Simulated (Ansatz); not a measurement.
Geometry relaxation of BSiN₂H₆Cl (part 1 of 2)

The run: geometry relaxation of BSiN₂H₆Cl. Method and program: RKS LDA/STO-3G (Ansatz 0.2.0).

It belongs to a series of runs on one base structure; here: start relaxed. Figures and captions count atoms from 1; the log counts them from 0 in places.

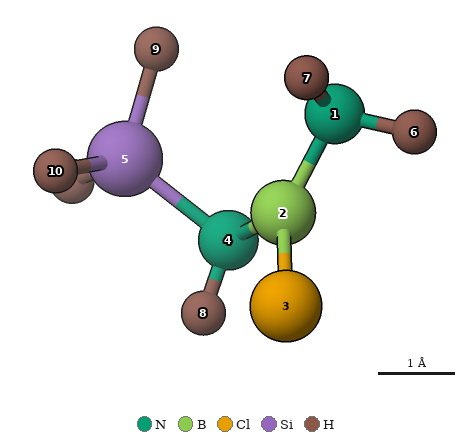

The input geometry (ball-and-stick view, seen at a tilt; atoms are numbered from 1 in the order of the input). Bond lengths as drawn: B–Cl 1.84 Å, B–N 1.49 to 1.53 Å, H–N 1.02 to 1.12 Å, H–Si 1.45 to 1.52 Å and N–Si 1.76 Å.

**Summary**

- outcome: converged
- total energy: −23775.4342 eV
- mean-field energy: −23775.4342 eV
- largest force (length of the vector) at the end: 0.018 eV/Å
- hardware: 1 thread of Arm Neoverse V1, 24 GiB of memory available, shared host
- wall time: 59 s
- peak memory: 0.14 GiB

**The input**
```yaml
crystal:
  periodic: [false, false, false]
  atoms:
    - { symbol: "N", position_ang: [-1.3368, 1.1143, 0.5206] }
    - { symbol: B, position_ang: [-0.3131, 0.8449, -0.5231] }
    - { symbol: Cl, position_ang: [0.5955, 2.2322, -1.3263] }
    - { symbol: "N", position_ang: [-0.0025, -0.5803, -0.9746] }
    - { symbol: Si, position_ang: [0.6962, -1.4804, 0.3679] }
    - { symbol: H, position_ang: [-2.0587, 1.8357, 0.059] }
    - { symbol: H, position_ang: [-0.8939, 1.6768, 1.2934] }
    - { symbol: H, position_ang: [0.6618, -0.5553, -1.7528] }
    - { symbol: H, position_ang: [-0.2133, -1.4896, 1.582] }
    - { symbol: H, position_ang: [1.9515, -0.8048, 0.789] }
    - { symbol: H, position_ang: [0.9787, -2.8504, -0.0145] }
basis:
  gaussian: { orbitals: STO-3G }
hamiltonian:
  xc: lda
relax:
  f_tol: 0.02
  max_steps: 40
```

Command:
```bash
ansatz run input.yaml --threads 1 --pin off --max-ram 2048MiB --backend cpu --events-out ev --progress --plain --runs-dir out
```

**Output**
```
The last accepted step is kept in [file] (removed where the run ends without a failure and the disk answers)
Engine: ansatz 0.2.0, aarch64-unknown-linux-gnu
Functional definition: SPW92
  exchange = slater_x
  correlation = pw_c
540 factors; integrals over basis functions are off by at most 2.1e-5 eV
mean field evaluation 1: about -23770.0850 eV, gradient 3.3e1 eV
mean field evaluation 2: about -23754.3404 eV, gradient 8.2e1 eV
mean field evaluation 4: about -23773.5916 eV, gradient 3.7e0 eV
mean field evaluation 8: about -23773.5373 eV, gradient 7.1e-2 eV
mean field -23773.53730983 eV, -873.6613818539 hartree, gradient 2.2e-5 eV, S^2 0.000000; 0 other end points of the search recorded, 0 dependent functions left out
the calculation of the forces begins
reference -23773.53733319 eV, -873.6613827123 hartree; 28, 28 occupied and 11, 11 virtual orbitals, 540 factors
relax step   1: F+E_penalty+E_count = -23773.53730983 eV  Δ(F+E_penalty+E_count) = +0.000e0 eV  max|allowed force component| = 3.961e0 eV/Å  Δτ_max = 0.0000 Å  (23 SCF iters, accepted)
these checks for a lower state are left out or cut short: starts, cluster_reference, orbital_swaps, neighbouring_geometries, increment
540 factors; integrals over basis functions are off by at most 1.8e-5 eV
mean field evaluation 16: about -23773.9321 eV, gradient 6.4e0 eV
mean field -23774.12341071 eV, -873.6829206640 hartree, gradient 2.6e-5 eV, S^2 0.000000; 0 other end points of the search recorded, 0 dependent functions left out
[... from here on the field's lines of each further geometry are left out, up to the last ...]
relax step   2: F+E_penalty+E_count = -23774.12341071 eV  Δ(F+E_penalty+E_count) = -5.861e-1 eV  max|allowed force component| = 2.021e0 eV/Å  Δτ_max = 0.1929 Å  (25 SCF iters, accepted)
relax step   3: F+E_penalty+E_count = -23774.33768904 eV  Δ(F+E_penalty+E_count) = -2.143e-1 eV  max|allowed force component| = 1.046e0 eV/Å  Δτ_max = 0.1938 Å  (25 SCF iters, accepted)
relax step   4: F+E_penalty+E_count = -23774.51488696 eV  Δ(F+E_penalty+E_count) = -1.772e-1 eV  max|allowed force component| = 4.776e-1 eV/Å  Δτ_max = 0.1920 Å  (25 SCF iters, accepted)
relax step   5: F+E_penalty+E_count = -23774.66926136 eV  Δ(F+E_penalty+E_count) = -1.544e-1 eV  max|allowed force component| = 5.028e-1 eV/Å  Δτ_max = 0.1959 Å  (25 SCF iters, accepted)
relax step   6: F+E_penalty+E_count = -23774.84627215 eV  Δ(F+E_penalty+E_count) = -1.770e-1 eV  max|allowed force component| = 8.565e-1 eV/Å  Δτ_max = 0.1960 Å  (25 SCF iters, accepted)
relax step   7: F+E_penalty+E_count = -23775.03337322 eV  Δ(F+E_penalty+E_count) = -1.871e-1 eV  max|allowed force component| = 9.911e-1 eV/Å  Δτ_max = 0.2000 Å  (25 SCF iters, accepted)
relax step   8: F+E_penalty+E_count = -23775.25543851 eV  Δ(F+E_penalty+E_count) = -2.221e-1 eV  max|allowed force component| = 6.108e-1 eV/Å  Δτ_max = 0.1999 Å  (30 SCF iters, accepted)
relax step   9: F+E_penalty+E_count = -23775.37814255 eV  Δ(F+E_penalty+E_count) = -1.227e-1 eV  max|allowed force component| = 4.230e-1 eV/Å  Δτ_max = 0.2000 Å  (31 SCF iters, accepted)
relax step  10: F+E_penalty+E_count = -23775.39350493 eV  Δ(F+E_penalty+E_count) = -1.536e-2 eV  max|allowed force component| = 2.856e-1 eV/Å  Δτ_max = 0.1232 Å  (24 SCF iters, accepted)
relax step  11: F+E_penalty+E_count = -23775.34132012 eV  Δ(F+E_penalty+E_count) = +5.218e-2 eV  max|allowed force component| = 1.957e0 eV/Å  Δτ_max = 0.1950 Å  (25 SCF iters, rejected (line search))
relax step  12: F+E_penalty+E_count = -23775.41512654 eV  Δ(F+E_penalty+E_count) = -2.162e-2 eV  max|allowed force component| = 1.435e-1 eV/Å  Δτ_max = 0.0975 Å  (24 SCF iters, accepted)
relax step  13: F+E_penalty+E_count = -23775.42433062 eV  Δ(F+E_penalty+E_count) = -9.204e-3 eV  max|allowed force component| = 4.251e-1 eV/Å  Δτ_max = 0.0969 Å  (25 SCF iters, accepted)
relax step  14: F+E_penalty+E_count = -23775.42909853 eV  Δ(F+E_penalty+E_count) = -4.768e-3 eV  max|allowed force component| = 7.280e-2 eV/Å  Δτ_max = 0.1154 Å  (24 SCF iters, accepted)
relax step  15: F+E_penalty+E_count = -23775.43047500 eV  Δ(F+E_penalty+E_count) = -1.376e-3 eV  max|allowed force component| = 9.838e-2 eV/Å  Δτ_max = 0.0420 Å  (25 SCF iters, accepted)
relax step  16: F+E_penalty+E_count = -23775.43193438 eV  Δ(F+E_penalty+E_count) = -1.459e-3 eV  max|allowed force component| = 3.114e-2 eV/Å  Δτ_max = 0.0556 Å  (24 SCF iters, accepted)
relax step  17: F+E_penalty+E_count = -23775.43255306 eV  Δ(F+E_penalty+E_count) = -6.187e-4 eV  max|allowed force component| = 8.468e-2 eV/Å  Δτ_max = 0.0968 Å  (24 SCF iters, accepted)
relax step  18: F+E_penalty+E_count = -23775.43306009 eV  Δ(F+E_penalty+E_count) = -5.070e-4 eV  max|allowed force component| = 3.639e-2 eV/Å  Δτ_max = 0.0048 Å  (20 SCF iters, accepted)
relax step  19: F+E_penalty+E_count = -23775.43345260 eV  Δ(F+E_penalty+E_count) = -3.925e-4 eV  max|allowed force component| = 1.089e-2 eV/Å  Δτ_max = 0.0239 Å  (25 SCF iters, accepted)
relax step  20: F+E_penalty+E_count = -23775.43383267 eV  Δ(F+E_penalty+E_count) = -3.801e-4 eV  max|allowed force component| = 2.106e-2 eV/Å  Δτ_max = 0.0587 Å  (24 SCF iters, accepted)
relax step  21: F+E_penalty+E_count = -23775.43377464 eV  Δ(F+E_penalty+E_count) = +5.803e-5 eV  max|allowed force component| = 6.844e-2 eV/Å  Δτ_max = 0.0761 Å  (24 SCF iters, rejected (line search))
relax step  22: F+E_penalty+E_count = -23775.43402784 eV  Δ(F+E_penalty+E_count) = -1.952e-4 eV  max|allowed force component| = 1.833e-2 eV/Å  Δτ_max = 0.0374 Å  (24 SCF iters, accepted)
relax step  23: F+E_penalty+E_count = -23775.43402176 eV  Δ(F+E_penalty+E_count) = +6.082e-6 eV  max|allowed force component| = 4.755e-2 eV/Å  Δτ_max = 0.0522 Å  (24 SCF iters, rejected (line search))
relax step  24: F+E_penalty+E_count = -23775.43414660 eV  Δ(F+E_penalty+E_count) = -1.188e-4 eV  max|allowed force component| = 8.574e-3 eV/Å  Δτ_max = 0.0255 Å  (25 SCF iters, accepted)
the calculation of the forces begins
reference -23775.43422922 eV, -873.7310923556 hartree; 28, 28 occupied and 11, 11 virtual orbitals, 540 factors
relax step  25: F+E_penalty+E_count = -23775.43420630 eV  Δ(F+E_penalty+E_count) = -5.970e-5 eV  max|allowed force component| = 1.620e-2 eV/Å  Δτ_max = 0.0386 Å  (24 SCF iters, accepted)
540 factors; integrals over basis functions are off by at most 2.9e-5 eV
mean field evaluation 192: about -23775.5198 eV, gradient 7.6e-2 eV
```

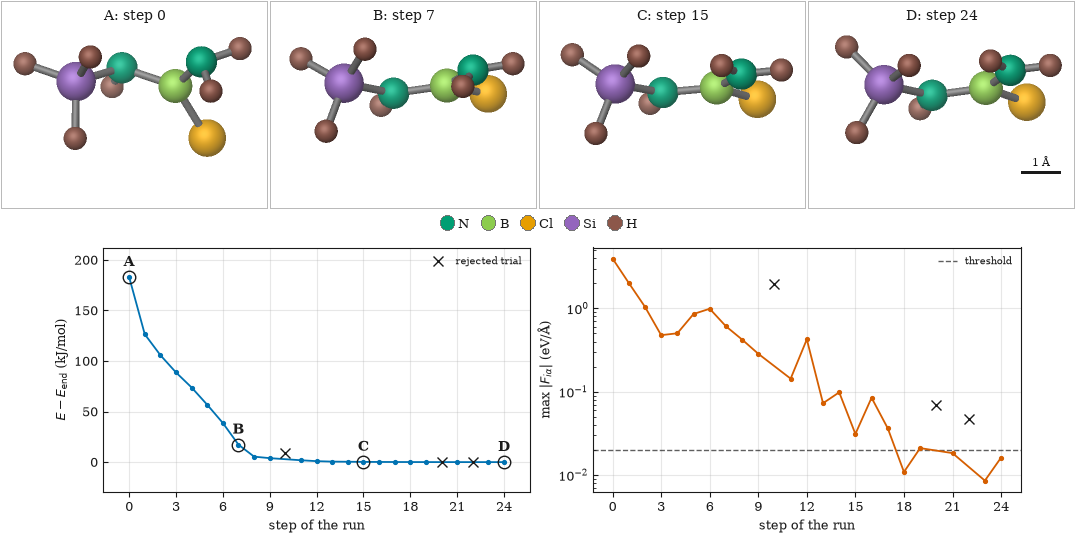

Frames of the relaxation (ball-and-stick view, seen at an oblique angle) above the curves, on which the letters mark them (the first geometry is step 0 here and step 1 in the log).

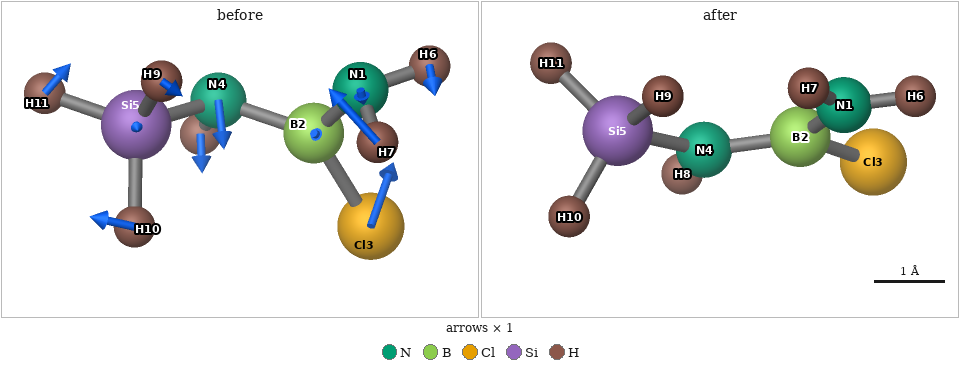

Before (left) and after (right) the relaxation, at one scale (ball-and-stick view, seen at an oblique angle). The blue arrows give the displacements, at true length. The largest move after the best rigid fit is that of Cl3, 1.16 Å. Largest moves by element: Cl 1.16 Å, H 1.05 Å, N 0.74 Å, B 0.18 Å, Si 0.15 Å. Among the contacts that change: B2–N4 1.527 → 1.408 Å, N1–B2 1.487 → 1.402 Å, N1–H6 1.120 → 1.038 Å, Si5–H9 1.517 → 1.450 Å. Among the angles that change: B2–N4–Si5 109.4° → 127.6°, B2–N1–H6 105.7° → 122.4°, B2–N1–H7 108.8° → 123.4°. The energy falls by 183.0 kJ/mol in 24 geometry steps. The largest force component goes from 4 to 0.016 eV/Å. The line search rejected the trial steps at points 10, 20, 22 (counted from 0) and went back. (Atoms are counted from 1 in the order of the input.)

```
mean field -23775.43420630 eV, -873.7310915133 hartree, gradient 1.5e-5 eV, S^2 0.000000; 1 other end points of the search recorded, 0 dependent functions left out
the calculation of the forces begins
reference -23775.43422922 eV, -873.7310923556 hartree; 28, 28 occupied and 11, 11 virtual orbitals, 540 factors
Total energy: -23775.43422922 eV, -873.7310923556 hartree
Atom 0 at    -1.162991     1.259634     0.382180 Å, force     0.007790    -0.000451    -0.012139 eV/Å
Atom 1 at    -0.299782     0.944250    -0.676165 Å, force    -0.008712     0.000568     0.006938 eV/Å
Atom 2 at    -0.295643     2.066425    -2.094045 Å, force     0.001058    -0.000149     0.000524 eV/Å
Atom 3 at     0.555570    -0.173755    -0.713794 Å, force     0.001607     0.001128    -0.001238 eV/Å
Atom 4 at     0.752801    -1.412390     0.514524 Å, force     0.001374    -0.011441     0.010788 eV/Å
Atom 5 at    -1.779792     2.094454     0.367653 Å, force    -0.000229    -0.000602     0.001535 eV/Å
Atom 6 at    -1.247375     0.682694     1.243243 Å, force     0.000562    -0.001088     0.001154 eV/Å
Atom 7 at     1.137434    -0.268298    -1.572969 Å, force    -0.001472     0.000674     0.002003 eV/Å
Atom 8 at    -0.160058    -1.101268     1.597791 Å, force     0.010132    -0.004599    -0.010279 eV/Å
Atom 9 at     2.120917    -1.425906     1.007722 Å, force    -0.015908    -0.000235    -0.006097 eV/Å
Atom 10 at     0.444319    -2.722742    -0.035541 Å, force     0.003798     0.016196     0.006810 eV/Å
Dipole moment:     0.009349    -0.483257     0.589635 e Å
```

**Trajectory as extended XYZ (Å, eV, eV/Å), 19 of the 25 frames kept, from step=1 to step=25**
```
11
Properties=species:S:1:pos:R:3:forces:R:3 step=1 energy=-23773.53731
N    -1.3368    1.1143    0.5206   -0.7980   0.8479  -1.5797
B    -0.3131    0.8449   -0.5231   -0.0397  -2.5821  -0.7478
Cl    0.5955    2.2322   -1.3263   -0.2940  -0.5210  -0.1353
N    -0.0025   -0.5803   -0.9746   -1.4154   3.9615   1.9119
Si    0.6962   -1.4804    0.3679   -0.2132  -0.3120   2.3940
H    -2.0587    1.8357    0.0590    1.4502  -1.3818   1.0396
H    -0.8939    1.6768    1.2934   -0.0098   0.2815   0.2422
H     0.6618   -0.5553   -1.7528    1.0553   0.0646  -1.3025
H    -0.2133   -1.4896    1.5820    0.7235   0.0994  -1.3615
H     1.9515   -0.8048    0.7890   -0.4923  -0.4761  -0.2804
H     0.9787   -2.8504   -0.0145    0.0334   0.0181  -0.1805
11
Properties=species:S:1:pos:R:3:forces:R:3 step=2 energy=-23774.12341
N    -1.2959    1.0902    0.5424   -0.0171   0.5089  -0.5031
B    -0.3353    0.8499   -0.5516    0.3807  -1.5152  -0.3385
Cl    0.4837    2.2065   -1.4814   -0.3623  -0.1371  -0.1288
N     0.0716   -0.4919   -0.9321   -0.0653   2.0214   0.7533
Si    0.6639   -1.4843    0.4240    0.1629  -0.3223   0.0546
H    -2.0410    1.7463    0.1372    0.2411  -0.3723   0.2941
H    -0.8508    1.7029    1.2852    0.0062  -0.1164  -0.0037
H     0.7669   -0.4719   -1.7215    0.0111  -0.0379  -0.0801
H    -0.2769   -1.4672    1.5260   -0.0481   0.0376  -0.0887
H     1.9414   -0.9013    0.8290   -0.1634  -0.1155   0.0679
H     0.9378   -2.8361   -0.0367   -0.1460   0.0488  -0.0268
11
Properties=species:S:1:pos:R:3:forces:R:3 step=4 energy=-23774.51489
N    -1.2282    1.1051    0.5394    0.1135   0.1523  -0.2232
B    -0.3235    0.8772   -0.5896    0.1773   0.2106   0.0271
Cl    0.1928    2.2390   -1.7317   -0.4158  -0.3660   0.0111
N     0.2618   -0.3622   -0.8486    0.3630  -0.1067   0.3127
Si    0.6629   -1.5243    0.4618   -0.0174   0.3495  -0.4776
H    -2.0312    1.7004    0.2044   -0.0425   0.0843   0.0730
H    -0.7879    1.6889    1.3018    0.0269  -0.2215  -0.0097
H     0.8995   -0.3987   -1.6851   -0.0327   0.0117   0.1791
H    -0.3523   -1.4765    1.4890   -0.0990   0.0152  -0.0004
H     1.9399   -1.0484    0.9694   -0.0053  -0.1813   0.1380
H     0.8316   -2.8576   -0.0902   -0.0682   0.0518  -0.0301
```
